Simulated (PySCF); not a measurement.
NMR shielding calculation of C5H12Si

The run: NMR shielding calculation of C5H12Si (vinyltrimethylsilane). Method and program: GIAO KT3/pcSseg-1 NMR shielding, non-relativistic, gas phase (PySCF 2.14.0).

Some settings of this run were made unusual or wrong on purpose. The geometry comes from this level: GFN2-xTB, MD frame at 61.5 fs, 600 K.

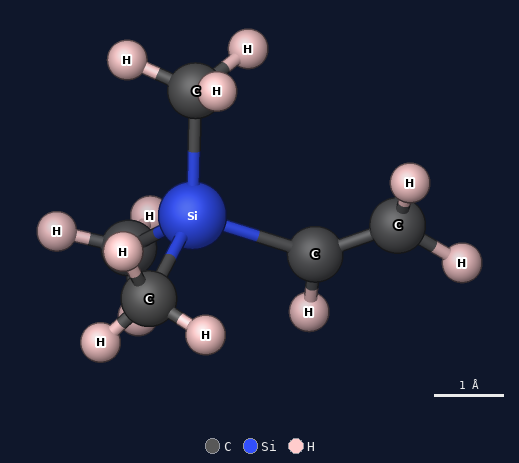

The input geometry (ball-and-stick view, seen at an oblique angle). Bond lengths as drawn: C–C 1.31 Å, C–H 1.02 to 1.19 Å and C–Si 1.93 to 1.99 Å.

Input file:
```
{"job": {"kind": "nmr", "xc": "KT3", "basis": "pcSseg-1", "pop": false}, "charge": 0, "multiplicity": 1}
C     -0.342348    -1.313281     0.460527
C      0.094409    -0.080572     0.517786
Si     1.768244     0.726930     1.181580
C      1.801410     2.234855    -0.111535
C      1.454561     1.492436     2.922264
C      3.189625    -0.601109     1.247597
H     -1.429928    -1.536302     0.029486
H      0.106666    -2.068206     0.986056
H     -0.581030     0.740500     0.028334
H      0.939109     2.800713    -0.053457
H      2.685408     2.836777     0.080798
H      1.830440     2.004918    -1.144790
H      1.386261     2.523222     2.853892
H      2.313927     1.121386     3.482655
H      0.553070     1.103307     3.217935
H      4.171009    -0.110601     1.217220
H      3.057037    -1.326310     0.320338
H      3.107799    -1.145444     2.141616
```

The first line tells a small driver script what to run in PySCF; the rest is the geometry in Å.

Hardware: 1 CPU thread, shared host.

Launched with:
```bash
OMP_NUM_THREADS=1 python <driver script> task.json out
```

Log:
```
coarse grid: 14496 points
cycle   1  E = -492.5438722949  dE =  8.928e-02  |g| = 7.481e-01  |ddm| = 3.682e+00
cycle   2  E = -492.3885279278  dE =  1.553e-01  |g| = 1.040e+00  |ddm| = 1.717e+00
cycle   3  E = -492.7012241987  dE = -3.127e-01  |g| = 6.259e-02  |ddm| = 1.077e+00
cycle   4  E = -492.7010679085  dE =  1.563e-04  |g| = 6.325e-02  |ddm| = 1.002e-01
cycle   5  E = -492.7021850187  dE = -1.117e-03  |g| = 7.729e-03  |ddm| = 5.557e-02
cycle   6  E = -492.7021964621  dE = -1.144e-05  |g| = 3.314e-03  |ddm| = 1.029e-02
cycle   7  E = -492.7021997207  dE = -3.259e-06  |g| = 4.805e-04  |ddm| = 4.002e-03
final grid: 132432 points
cycle   8  E = -492.7189396745  dE = -1.602e-04  |g| = 1.283e-02  |ddm| = 4.339e-02
cycle   9  E = -492.7189242176  dE =  1.546e-05  |g| = 1.257e-02  |ddm| = 2.069e-02
cycle  10  E = -492.7189596953  dE = -3.548e-05  |g| = 2.823e-03  |ddm| = 1.506e-02
cycle  11  E = -492.7189619485  dE = -2.253e-06  |g| = 5.219e-04  |ddm| = 3.230e-03
cycle  12  E = -492.7189620193  dE = -7.080e-08  |g| = 1.654e-04  |ddm| = 5.876e-04
cycle  13  E = -492.7189620249  dE = -5.625e-09  |g| = 8.638e-05  |ddm| = 2.130e-04
cycle  14  E = -492.7189620271  dE = -2.163e-09  |g| = 1.148e-05  |ddm| = 8.945e-05
cycle  15  E = -492.7189620271  dE = -3.274e-11  |g| = 3.225e-06  |ddm| = 1.534e-05
```

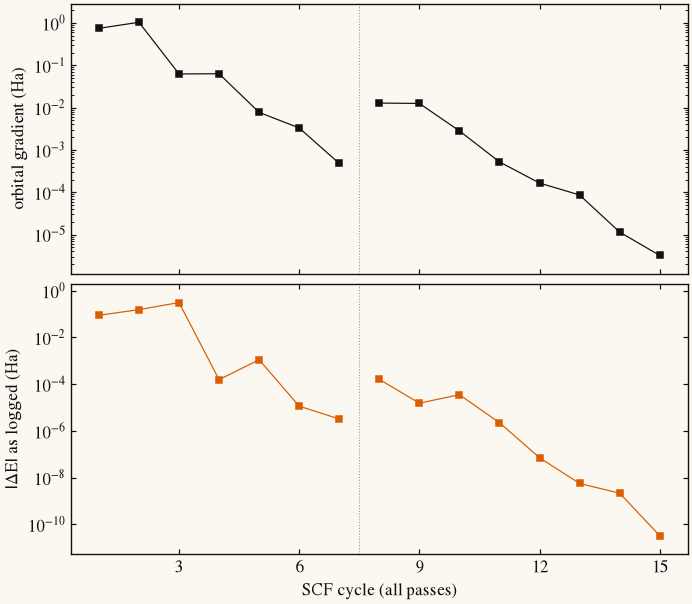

Convergence of the self-consistent field: orbital gradient and size of the energy change against the SCF cycle. The dotted line marks the change from a coarse to the final integration grid. The first 7 cycles use a coarse grid, the final grid takes over at cycle 8, and the field converges after 15 cycles in all.

```
converged SCF energy = -492.7189620271

GIAO shielding tensors (ppm)
atom      isotropic    diamagn.    paramagn.     s11        s22        s33       span
  0 C       62.635     255.985    -193.350    -37.809     74.056    151.657    189.466
  1 C       34.856     264.528    -229.671    -67.019     37.261    134.327    201.346
  2 Si     360.114     885.828    -525.714    325.050    359.117    396.175     71.125
  3 C      183.338     251.748     -68.409    172.897    180.616    196.501     23.604
  4 C      190.248     257.398     -67.150    182.332    190.884    197.527     15.195
  5 C      179.732     254.850     -75.118    167.728    177.995    193.472     25.744
  6 H       24.394      30.266      -5.872     22.076     22.293     28.813      6.737
  7 H       26.957      35.630      -8.673     23.422     26.246     31.203      7.781
  8 H       24.584      36.280     -11.697     22.549     22.986     28.217      5.668
  9 H       32.930      35.243      -2.313     29.188     30.599     39.002      9.814
 10 H       31.777      28.880       2.897     27.528     29.273     38.530     11.001
 11 H       32.220      34.377      -2.158     28.472     29.199     38.988     10.516
 12 H       32.838      32.167       0.671     27.965     31.225     39.323     11.357
 13 H       31.544      28.663       2.882     26.569     30.601     37.463     10.894
 14 H       32.758      35.424      -2.666     27.890     31.332     39.051     11.160
 15 H       30.797      28.112       2.685     26.871     28.546     36.976     10.104
 16 H       29.021      30.741      -1.720     24.949     26.880     35.233     10.284
 17 H       31.954      32.463      -0.509     28.220     29.988     37.655      9.435
```

What the run reported:

```tsv
quantity	value
outcome	converged
total energy	−492.718962 hartree
HOMO	−6.35 eV
LUMO	−0.81 eV
dipole moment	0.84 D
isotropic shielding, C	34.9 to 190.2 ppm
isotropic shielding, Si	360.1 ppm
isotropic shielding, H	24.4 to 32.9 ppm
wall time	50 s
peak memory	0.61 GiB
```

Diagnosis:

Some settings of this run were drawn to be unusual or wrong. It converged; results that depend on the unusual settings are not reference values.
